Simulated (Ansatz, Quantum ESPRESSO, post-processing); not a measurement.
# Work function of Li(110), 5 layers, part 2 of 2

Aim: the work function of each face of Li(110), 5 layers, and how it moves with functional, pseudopotentials and boundary condition.

Quantum ESPRESSO 7.5; plane-wave DFT, PBE, GBRV ultrasoft pseudopotentials; geometry and cross-check by Ansatz 0.2.0 with PAW datasets.

So far. Step 8 (SCF with pw.x: open boundaries by the effective …): The upper level is 3.179 eV against 3.179 eV from the periodic run.

**12. Potential by pp.x**

Input file gbrv-revpbe.pot.in:

```
&inputpp
  prefix = 'gbrv-revpbe'
  outdir = './out'
  filplot = 'gbrv-revpbe.pot.dat'
  plot_num = 11
/
```

Command:

```bash
$ OMP_NUM_THREADS=1 mpirun -n 2 pp.x -in gbrv-revpbe.pot.in > gbrv-revpbe.pot.out
```

Run time: 1.3 s. Hardware: 2 MPI ranks of Intel Xeon Platinum 8559C (Emerald Rapids), shared host; peak memory 0.1 GiB; 1.8 s of CPU time.

Numbers from this step:

| Item | Value |
| --- | --- |
| work function of the upper face | 3.118 eV |
| slope of the potential above | 0.001070 eV/Å |
| upper vacuum line continued to the top atoms, over the Fermi level | 3.112 eV |
| work function of the lower face | 3.118 eV |
| lower vacuum line continued to the bottom atoms, over the Fermi level | 3.114 eV |

The upper face goes from 3.179 eV (PBE, GBRV) to 3.118 eV, a change of -0.061 eV.

**13. All levels side by side**

All levels:

```tsv
level	upper face (eV)	lower face (eV)	dipole (e Å)	CPU time (s)
QE PBE GBRV, periodic	3.179	3.179	-	39.73
QE PBE GBRV, ESM bc1	3.179	3.179	-	63.55
QE revPBE GBRV ultrasoft, periodic	3.118	3.118	-	39.47
Ansatz PBE PAW, sawtooth (time of the whole relaxation)	3.205	3.206	3.65e-6	8.54
```

The times are CPU seconds on a shared host; the codes use unlike cutoffs, datasets and smearings, so their times compare unlike work.

**14. Self-consistent run, with mixing_beta = 0.2, electron_maxstep = 100 and nosym = True**

How much does a setting matter? One run is repeated with a change.

Level of this step: plane-wave DFT, PBE, GBRV ultrasoft pseudopotentials (Quantum ESPRESSO 7.5).

Input file esm.w0.in:

```
&control
  prefix = 'esm.w0'
  outdir = './out'
  pseudo_dir = './pseudo'
  calculation = 'scf'
  tprnfor = .true.
/
&system
  ibrav = 0
  nat = 5
  ntyp = 1
  ecutwfc = 40
  ecutrho = 200
  occupations = 'smearing'
  smearing = 'mv'
  degauss = 0.02
  assume_isolated = 'esm'
  esm_bc = 'bc1'
  nosym = .true.
/
&electrons
  conv_thr = 1e-07
  mixing_beta = 0.2
  electron_maxstep = 100
  mixing_mode = 'local-TF'
/
ATOMIC_SPECIES
  Li  6.9400  li_pbe_v1.4.uspp.F.UPF
CELL_PARAMETERS angstrom
  2.46780266630000 -1.74500000000000 0.00000000000000
  2.46780266630000 1.74500000000000 0.00000000000000
  0.00000000000000 0.00000000000000 25.87121066540000
ATOMIC_POSITIONS crystal
  Li  0.000000000000 0.000000000000 -0.181809088727
  Li  0.500000000000 0.500000000000 -0.092405068466
  Li  0.000000000000 0.000000000000 -0.000000031357
  Li  0.500000000000 0.500000000000 0.092405062044
  Li  0.000000000000 0.000000000000 0.181809088727
K_POINTS automatic
  8 8 1 0 0 0
```

Command:

```bash
$ OMP_NUM_THREADS=1 mpirun -n 2 pw.x -nk 2 -in esm.w0.in > esm.w0.out
```

Elapsed: 60 s, on 2 MPI ranks; peak memory 0.27 GiB; 1.7 min of CPU time.

Beside the run it was changed from:

```tsv
quantity	this run	unchanged run	difference
vacuum line at the upper end of the cell, over the Fermi level (eV)	3.194	3.179	0.015
vacuum line at the lower end of the cell, over the Fermi level (eV)	3.181	3.179	0.0021
free energy (eV)	-983.9866	-983.9866	1.4e-7
wall time (s)	60	35	
SCF iterations	21	16
```

The free energy moves by +2.7e-05 meV an atom.

Levels move by up to 15 meV, the slack that the SCF threshold leaves: a converged result doesn't depend on solver or mixing.

**15. Ground state, with K_POINTS = [1, 1, 1]**

Another try, with an input changed as a hurried user might.

Input file esm.bad.in:

```
&control
  prefix = 'esm.bad'
  outdir = './out'
  pseudo_dir = './pseudo'
  calculation = 'scf'
  tprnfor = .true.
/
&system
  ibrav = 0
  nat = 5
  ntyp = 1
  ecutwfc = 40
  ecutrho = 200
  occupations = 'smearing'
  smearing = 'mv'
  degauss = 0.02
  assume_isolated = 'esm'
  esm_bc = 'bc1'
/
&electrons
  conv_thr = 1e-07
  mixing_beta = 0.4
  electron_maxstep = 60
  mixing_mode = 'local-TF'
/
ATOMIC_SPECIES
  Li  6.9400  li_pbe_v1.4.uspp.F.UPF
CELL_PARAMETERS angstrom
  2.46780266630000 -1.74500000000000 0.00000000000000
  2.46780266630000 1.74500000000000 0.00000000000000
  0.00000000000000 0.00000000000000 25.87121066540000
ATOMIC_POSITIONS crystal
  Li  0.000000000000 0.000000000000 -0.181809088727
  Li  0.500000000000 0.500000000000 -0.092405068466
  Li  0.000000000000 0.000000000000 -0.000000031357
  Li  0.500000000000 0.500000000000 0.092405062044
  Li  0.000000000000 0.000000000000 0.181809088727
K_POINTS automatic
  1 1 1 0 0 0
```

Command:

```bash
$ OMP_NUM_THREADS=1 mpirun -n 2 pw.x -nk 1 -in esm.bad.in > esm.bad.out
```

It took 9.6 s on 2 MPI ranks; peak memory 0.2 GiB.

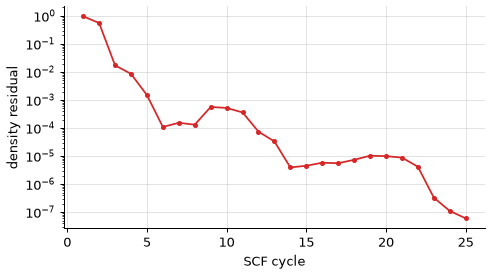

Residual by cycle in this run.

The SCF loop closed, but a setting was changed on purpose, so the numbers serve as a test and not as the result.

The fault put into the input: the zone centre alone in the plane of the slab (K_POINTS = [1, 1, 1]).

Beside the run it was changed from:

```tsv
quantity	this run	unchanged run	difference
vacuum line at the upper end of the cell, over the Fermi level (eV)	4.899	3.179	1.7
vacuum line at the lower end of the cell, over the Fermi level (eV)	4.899	3.179	1.7
free energy (eV)	-992.5698	-983.9866	-8.6
wall time (s)	9.6	35	
SCF iterations	25	16
```

The free energy moves by -1.7e+03 meV an atom.

Levels move by up to 1720 meV, so the change matters at the level of the results.

**16. The arithmetic**

In the first self-consistent run, on its own zero, the Fermi level is -1.190 eV and the upper vacuum level 1.989 eV: φ = 1.989 − (-1.190) = 3.179 eV.

**17. Outcome**

```yaml
work_function_of_the_upper_face_pbe_gbrv: 3.18 eV
work_function_of_the_lower_face_pbe_gbrv: 3.18 eV
upper_face_by_esm: 3.18 eV
upper_face_by_ansatz: 3.21 eV
```

What this shows: At the first level (PBE, GBRV ultrasoft) the work function comes to 3.18 eV on both faces. ESM differs from the periodic treatment by +1 meV on the upper face and +0 meV on the lower. Over the levels tried the upper face spans 3.12 eV (QE revPBE GBRV ultrasoft, periodic) to 3.21 eV (Ansatz PBE PAW, sawtooth). Quantum ESPRESSO and Ansatz give 3.18 and 3.21 eV for the upper face, which agree. Ansatz ran with Fermi-Dirac smearing of 0.1 eV against cold smearing of 0.02 Ry, which alone can move a level by some tens of meV. With 8×8 points and so few layers the values hold to some 0.05 to 0.1 eV. The slab is cut at a tabulated measured bulk lattice constant, given to two decimals, at low temperature.

Calculation against experiment:

| quantity | measured | QE PBE GBRV | QE PBE GBRV, ESM bc1 | QE revPBE GBRV | Ansatz PBE PAW |
| --- | --- | --- | --- | --- | --- |
| work function, loosely compared (polycrystalline sample, no single face) (eV) | 2.93 | 3.18 (+0.25 eV) | 3.18 (+0.25 eV) | 3.12 (+0.19 eV) | 3.21 (+0.28 eV) |

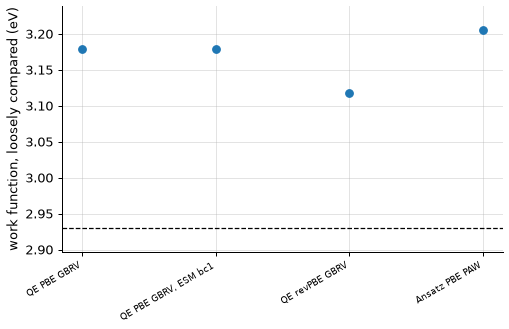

The work function, loosely compared by level; the dashed line is the measured value.

Measured values from arxiv:1902.07811 (2019).

How well it matches: For the work function, set beside that of the polycrystal,, of the levels listed nearest comes QE revPBE GBRV (+0.19 eV) and farthest Ansatz PBE PAW (+0.28 eV). A polycrystal averages over faces, so this is a loose comparison.

[Logs are printed without paths, hosts, clocks, repeated set-up lines and the standing remarks that a program may print on its own settings, such as how far it seeks lower states.]

[Hosts, paths, dates, database ids (printed as entryN), source tags and the programs' standing remarks are cut or masked in the printed files.]

[Maps of the electrostatic potential energy from Ansatz leave out the sawtooth potential of an applied field or a dipole correction, so their vacuum need not be flat; planar profiles and work functions include it.]
